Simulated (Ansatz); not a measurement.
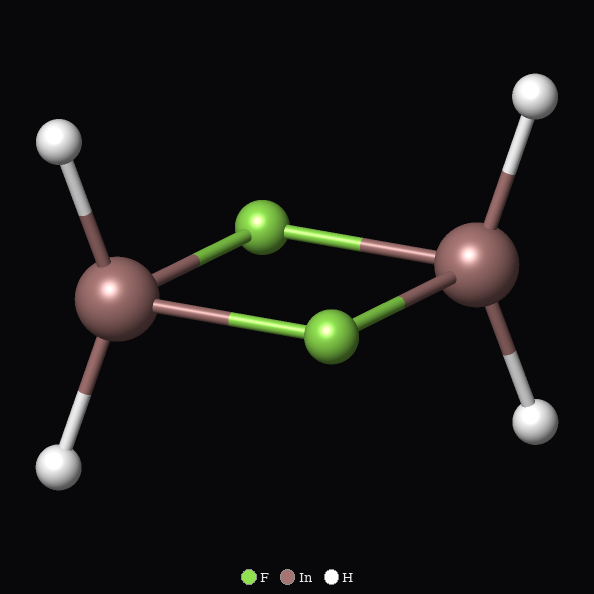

Sticks follow a distance rule. Harmonic vibrations computed with RKS PBE0-D4/def2-TZVP, core potentials on In (Ansatz 0.2.0) at a stationary point of the same level.

Question: Minimum or transition state?

Answer: A minimum: no imaginary frequency, and the lowest mode lies at 72 cm⁻¹.

Question: List the wavenumbers.

Answer: 18 modes: 72, 150, 304, 305, 331, 340, 375, 396, 398, 424, 576, 590, 591, 600, 1892, 1895, 1908, 1911 cm⁻¹.
